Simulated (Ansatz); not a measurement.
The calculation's input:

```
crystal:
  periodic: [false, false, false]
  atoms:
    - { symbol: Ga, position_ang: [0.0, 0.0, 0.0] }
    - { symbol: H, position_ang: [0.0, 0.0, 1.92] }
    - { symbol: Cl, position_ang: [1.9398, 0.0, -1.12] }
    - { symbol: O, position_ang: [-1.5501, 0.0, -0.895] }
    - { symbol: H, position_ang: [-2.0598, -0.8467, -0.6865] }
    - { symbol: Br, position_ang: [0.5721, -2.517, 0.8577] }
    - { symbol: H, position_ang: [0.2141, -0.9419, 2.0083] }
basis:
  gaussian: { orbitals: def2-SVP }
hamiltonian:
  xc: lda
relax:
  f_tol: 0.15
  max_steps: 25
  restrain:
    - { distance: [0, 5], at: 3.62, k: 30.0 }
    - { distance: [6, 1], at: 1.86, k: 30.0 }
    - { distance: [0, 1], at: 1.57, k: 30.0 }
    - { distance: [6, 5], at: 1.55, k: 30.0 }
output:
  orbitals: {}
```

Command:

```sh
ansatz run input.yaml --threads 4 --pin off --max-ram 5120MiB --backend cpu --events-out ev --progress --plain --runs-dir out
```

The fields are those of the run's last geometry, not of the input's.

Not at a stationary point (largest force 1.3 eV/Å).

Level of theory: RKS LDA/def2-SVP in Ansatz 0.2.0.

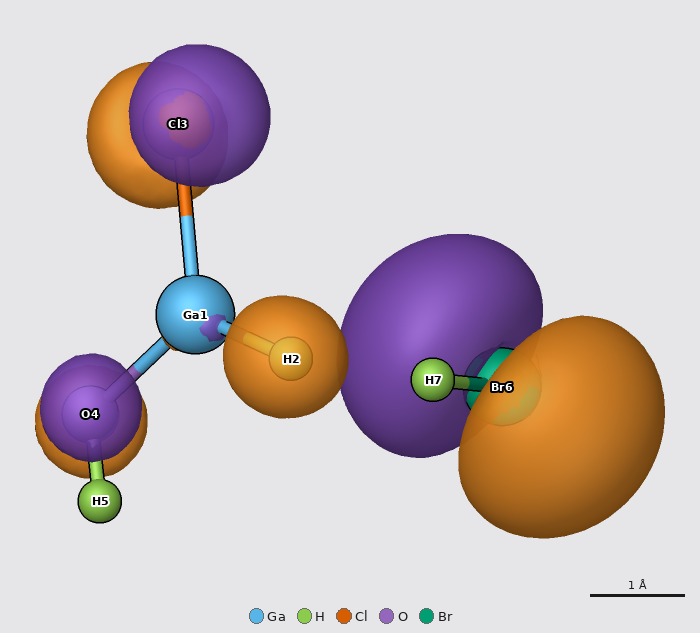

ClGaH2O···HBr. The HOMO−1 at ±0.1 Å⁻³ᐟ² (orange and purple are the two phases), seen at a tilt.

> Describe this orbital and give its energy.

It lies mainly on Br6 (about 75 %) and Cl3 (about 10 %); largely a lone pair of Br6. Its energy is −7.46 eV.
